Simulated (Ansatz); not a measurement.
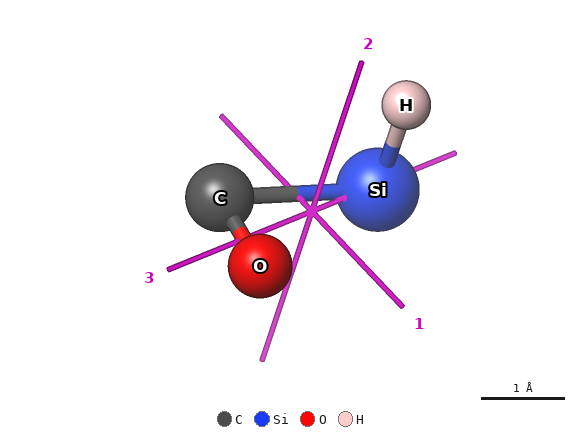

The three principal axes of inertia are drawn and numbered. Distant atoms are faded towards the background colour. State: neutral, doublet. Computed geometry: PBE0-D4/def2-TZVP optimisation. No frequency run is at hand to confirm it as a minimum. Masses are those of the most abundant isotopes; constants are for the rigid equilibrium geometry.

Which line is the a axis (least moment of inertia), which b and which c?

a is line 3, b is line 1, c is line 2; the moments are 11.2, 66.3, 73.0 u Å².

What kind of rotor is it, and what are its rotational constants in MHz?

An asymmetric top (C1): A = 44940, B = 7627, C = 6923 MHz. Ray's parameter κ is −0.96, close to the prolate limit.
